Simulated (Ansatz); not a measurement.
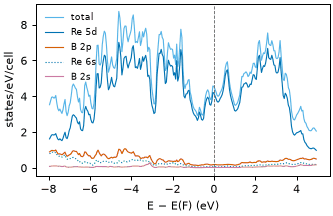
Fig. 1. Total and projected density of states of Re$_{3}$B in space group Cmcm (No. 63; B on 4c, Re on 4c, Re on 8f), r²SCAN in the plane-wave PAW code Ansatz

Q: Which orbitals carry the states next to the Fermi level?

A: Within 0.5 eV of the Fermi level: Re 5d 92 %. Projections are on Löwdin-orthogonalised atomic valence shells; empty p or d shells of many metals are not among them.

Q: Where is the tallest occupied peak in this window, and what makes it?

A: Near -4.6 eV, about 8.7 states/eV per cell; the largest projected share is Re 5d.

The workflow started from an entry of the Crystallography Open Database (COD). Whether it is the stable phase at ambient conditions was not checked. Symmetry was held in the r²SCAN relaxation; its stability against distortions is not shown here. The run is not spin-polarised. Spin–orbit coupling is left out wherever it is not named.

Potentials: the later of the program's two PAW sets.
